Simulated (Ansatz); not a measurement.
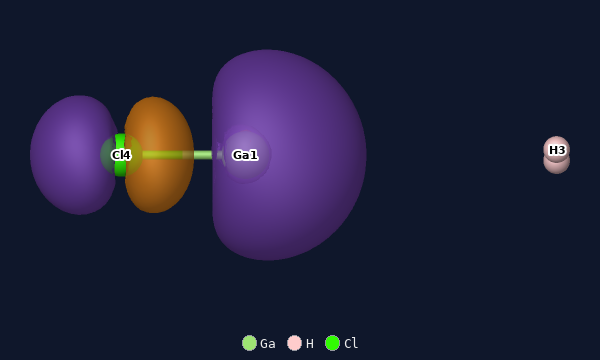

Figure 1: ClGa···H2. The HOMO at ±0.08 Å⁻³ᐟ² (orange and purple are the two phases), seen from one side.

The calculation used Ansatz, RHF/def2-SVP.

Input file:

```
crystal:
  periodic: [false, false, false]
  atoms:
    - { symbol: Ga, position_ang: [-0.460893, 0.0, -0.266155] }
    - { symbol: H, position_ang: [1.75369, 0.0, 1.421148] }
    - { symbol: H, position_ang: [2.107546, 0.0, 0.808317] }
    - { symbol: Cl, position_ang: [-2.401943, 0.0, -1.38681] }
basis:
  gaussian: { orbitals: def2-SVP }
hamiltonian:
  xc: hf
relax:
  f_tol: 0.03
  max_steps: 50
output:
  orbitals: {}
```

Launched as:

```sh
ansatz run input.yaml --threads 1 --pin off --max-ram 2048MiB --backend cpu --events-out ev --progress --plain --runs-dir out
```

The fields are those of the run's last geometry, not of the input's.

### Describe this orbital and give its energy.

Its weight (Hirshfeld) is mainly on Ga1 (about 75 %) and Cl4 (about 25 %); it is symmetric in the molecular plane (an in-plane orbital: σ, lone-pair or in-plane π type). Its energy is −9.46 eV.
